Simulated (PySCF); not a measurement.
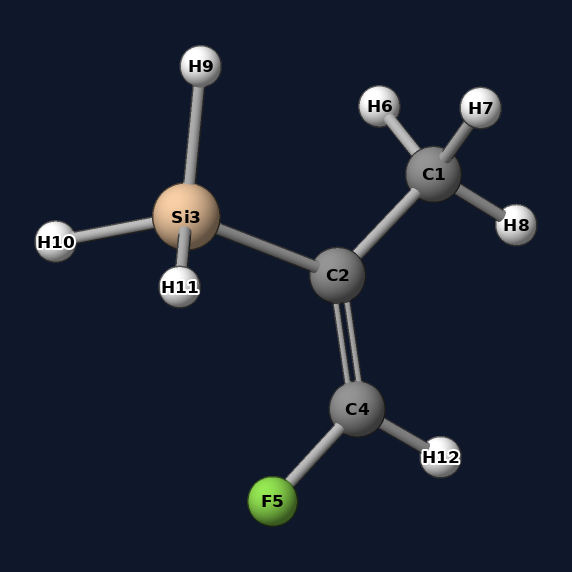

The questions are on isotropic NMR shieldings of the H atoms. Computed geometry: PBE0-D3(BJ)/def2-SVP optimisation. No frequency run is at hand to confirm it as a minimum. Method: GIAO BLYP/pcSseg-2 NMR shielding, non-relativistic, gas phase (PySCF 2.14.0).

Give the isotropic NMR shieldings of the H atoms atom by atom.

```
atom  σ (ppm)
  H6    29.55
  H7    29.55
  H8    29.58
  H9    27.54
 H10    27.05
 H11    26.97
 H12    24.18
```
